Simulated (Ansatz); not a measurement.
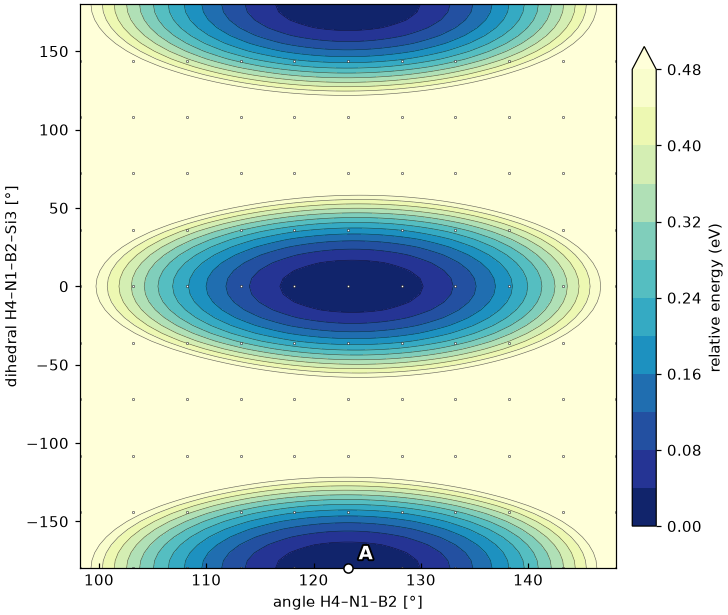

BH₅NSi, SMILES N[B][SiH3], spin multiplicity 2. The first coordinate is: angle H4–N1–B2; the second: dihedral H4–N1–B2–Si3. Nothing is relaxed (all other coordinates rigid). The scan uses an 11 × 10 grid. All energies are given in eV relative to the relaxed molecule at the same level. Level of theory: Ansatz, UKS PBE0-D4/def2-TZVP.

Drawn: filled contours, dots at the grid points, one colour for all values above the top of the scale, the well A. Between grid points the surface is interpolated.

### Where is the minimum, and how stiff is the well along each coordinate? Take the well at A.

The interpolated minimum is at angle H4–N1–B2 ≈ 123.2°, dihedral H4–N1–B2–Si3 ≈ −180°. The curvatures there are about 5.8 eV/rad² and 0.78 eV/rad², with a cross term of about 0 eV/rad². Round the minimum the two coordinates are nearly uncoupled.
